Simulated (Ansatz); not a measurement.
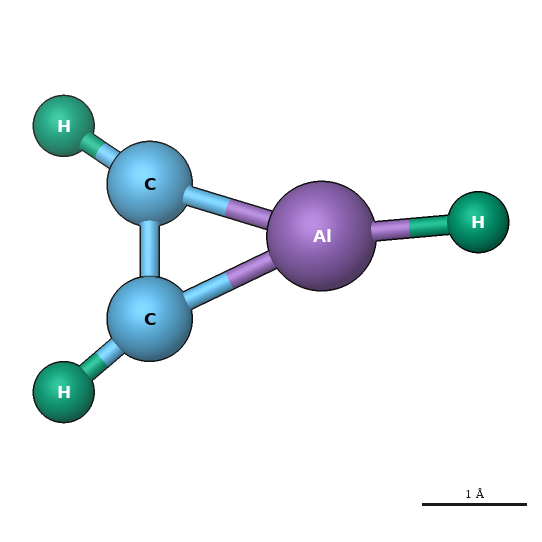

Every bond is drawn as one stick, whatever its order.

The geometry was computed by an optimisation with PBE0-D4/def2-TZVP. No frequency run is at hand to confirm it as a minimum.

Question: Count the atoms of each element.

Answer: C2H3Al, 6 atoms: 2 carbon, 3 hydrogen and 1 aluminium.

Question: How many sets of symmetry-equivalent atoms are there?

Answer: 4: 2 C, 1 Al, 1 H, 2 H.

The parts below concern this one geometry. Atoms keep their numbers from picture to picture.

## Geometry

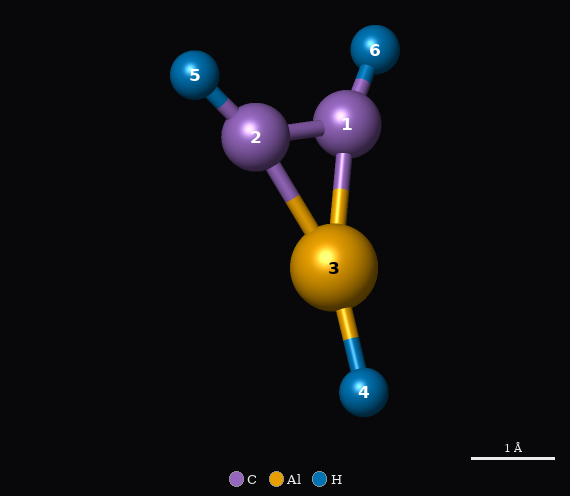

The atoms are numbered. No frequency run is at hand to confirm it as a minimum.

Question: How are the neighbours of atom 1 arranged?

Answer: C1 has 3 neighbours (C2 at 1.37, Al3 at 1.85, H6 at 1.09 Å); the arrangement is T-shaped.

## Electronic properties

No frequency run is at hand to confirm it as a minimum. Properties computed with RKS PBE0-D4/def2-TZVPP (Ansatz 0.2.0).

Question: Give the LUMO energy (Kohn–Sham orbital) at this level.

Answer: −0.73 eV.

Question: Estimate the HOMO energy (Kohn–Sham orbital).

Answer: −6.50 eV.

## Dipole moment

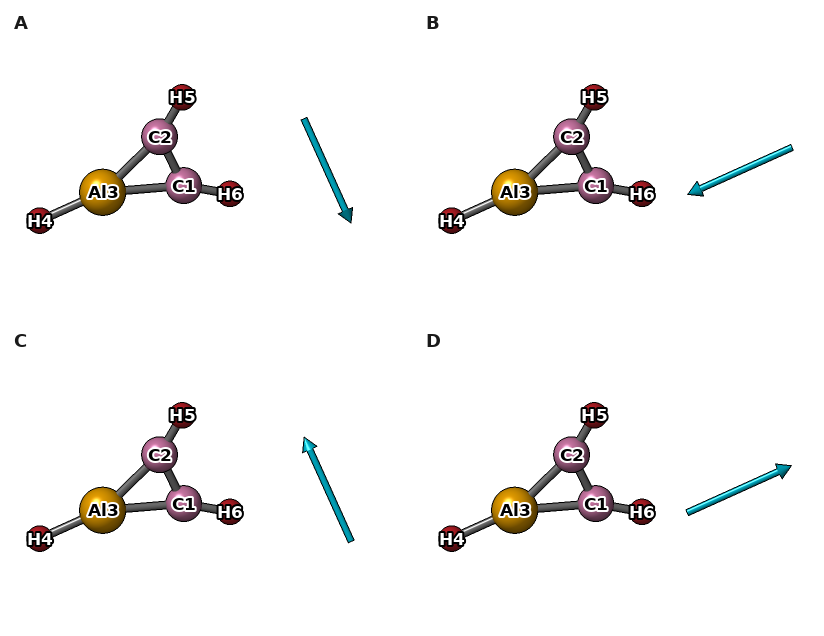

The same molecule four times, each with an arrow. No frequency run is at hand to confirm it as a minimum. Method: RKS PBE0-D4/def2-TZVP (Ansatz 0.2.0).

Question: Which arrow points along the dipole moment, from the negative to the positive end?

Answer: B. The dipole moment is 0.73 D; it points from the side of H5, H6 to the side of H4 (the outermost atoms at the two ends).

## Charges

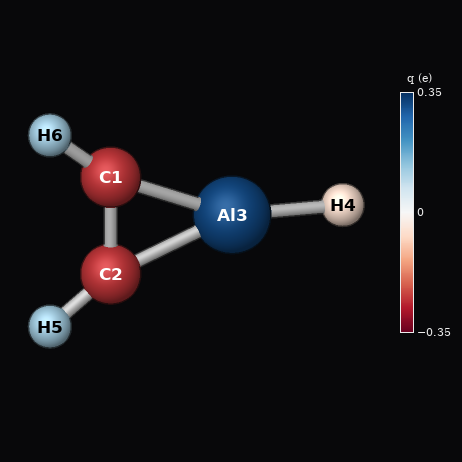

Atoms are coloured by their Mulliken charges. No frequency run is at hand to confirm it as a minimum. Method: RKS PBE0-D4/def2-TZVP (Ansatz 0.2.0).

Question: Which atom carries the highest charge (most positive or least negative)?

Answer: Al3 (0.32 e).

Question: And the lowest?

Answer: C1, C2 (−0.25 e).

List the Mulliken charges.

```tsv
atom	value (e)
C1	−0.25
C2	−0.25
Al3	0.32
H4	−0.06
H5	0.12
H6	0.12
```

Mulliken values depend strongly on the basis set and can even reverse the polarity of a bond.
